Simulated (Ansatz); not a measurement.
```yaml
crystal:
  lattice:
    - [3.10044, 0.00000, 0.00000]
    - [-1.55022, 2.68506, 0.00000]
    - [0.00000, 0.00000, 37.79307]
  atoms:
    - { symbol: Hf, position: [0.00000, 0.00000, 0.20267] }
    - { symbol: Hf, position: [0.66667, 0.33333, 0.53601] }
    - { symbol: Hf, position: [0.33333, 0.66667, 0.86934] }
    - { symbol: Hf, position: [0.66667, 0.33333, 0.13066] }
    - { symbol: Hf, position: [0.33333, 0.66667, 0.46399] }
    - { symbol: Hf, position: [0.00000, 0.00000, 0.79733] }
    - { symbol: Ti, position: [0.33333, 0.66667, 0.06330] }
    - { symbol: Ti, position: [0.00000, 0.00000, 0.39663] }
    - { symbol: Ti, position: [0.66667, 0.33333, 0.72997] }
    - { symbol: Ti, position: [0.00000, 0.00000, 0.00000] }
    - { symbol: Ti, position: [0.66667, 0.33333, 0.33333] }
    - { symbol: Ti, position: [0.33333, 0.66667, 0.66667] }
    - { symbol: Ti, position: [0.33333, 0.66667, 0.27003] }
    - { symbol: Ti, position: [0.00000, 0.00000, 0.60337] }
    - { symbol: Ti, position: [0.66667, 0.33333, 0.93670] }
    - { symbol: N, position: [0.66667, 0.33333, 0.03173] }
    - { symbol: N, position: [0.33333, 0.66667, 0.36506] }
    - { symbol: N, position: [0.00000, 0.00000, 0.69840] }
    - { symbol: N, position: [0.00000, 0.00000, 0.30160] }
    - { symbol: N, position: [0.66667, 0.33333, 0.63494] }
    - { symbol: N, position: [0.33333, 0.66667, 0.96827] }
    - { symbol: N, position: [0.66667, 0.33333, 0.23765] }
    - { symbol: N, position: [0.33333, 0.66667, 0.57098] }
    - { symbol: N, position: [0.00000, 0.00000, 0.90432] }
    - { symbol: N, position: [0.33333, 0.66667, 0.16667] }
    - { symbol: N, position: [0.00000, 0.00000, 0.50000] }
    - { symbol: N, position: [0.66667, 0.33333, 0.83333] }
    - { symbol: N, position: [0.00000, 0.00000, 0.09568] }
    - { symbol: N, position: [0.66667, 0.33333, 0.42902] }
    - { symbol: N, position: [0.33333, 0.66667, 0.76235] }
```

Space group R-3m; a structure generated by program, which may or may not match a known phase; computed pressure about −8 GPa in this cell; computed without spin polarisation.

All numbers below come from DFT PBEsol, scalar-relativistic, plane waves, PAW in Ansatz.

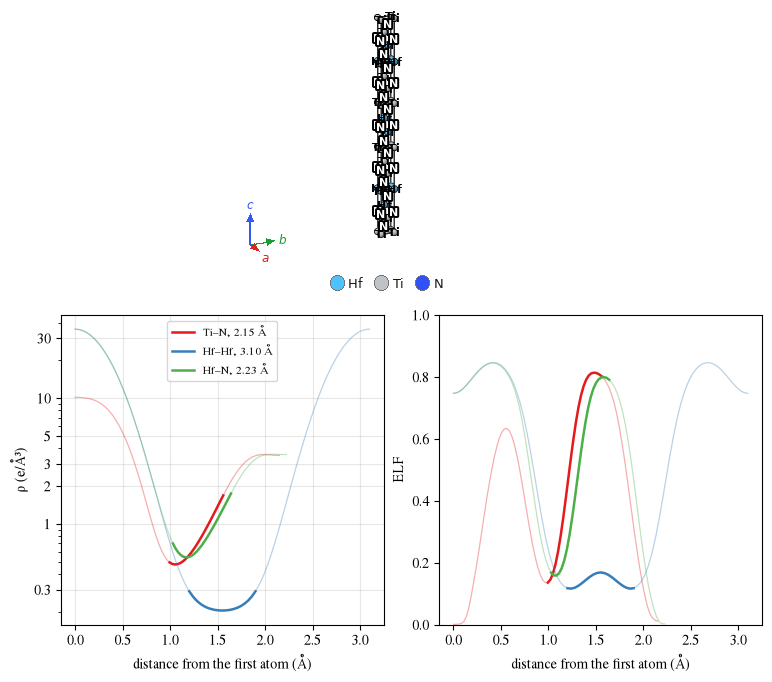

Hf$_{2}$Ti$_{3}$N$_{5}$. Valence charge density (pseudo) and ELF along straight lines between neighbouring atoms. Thin, pale parts lie inside the atomic spheres. The structure is drawn too.

The density is the valence pseudo-density of a PAW calculation; it isn't the true density close to the nuclei.

Q: What can be read from the curves?

A: Ti–N (2.15 Å): ρ is about 0.48 e/Å³ halfway; the ELF peaks at about 0.80 in the valence shell of N, 0.7 Å from its nucleus, and is about 0.20 at the midpoint; no shared electron pair shows on this line.
Hf–Hf (3.10 Å): the density is about 0.2 e/Å³ at the midpoint; the ELF is about 0.15 at the midpoint: no shared electron pair shows on this line.
Hf–N (2.23 Å): ρ is about 0.56 e/Å³ halfway; the ELF peaks at about 0.80 in the valence shell of N, 0.6 Å from its nucleus, and drops to about 0.15 between the two atoms (no localised pair shows between them).
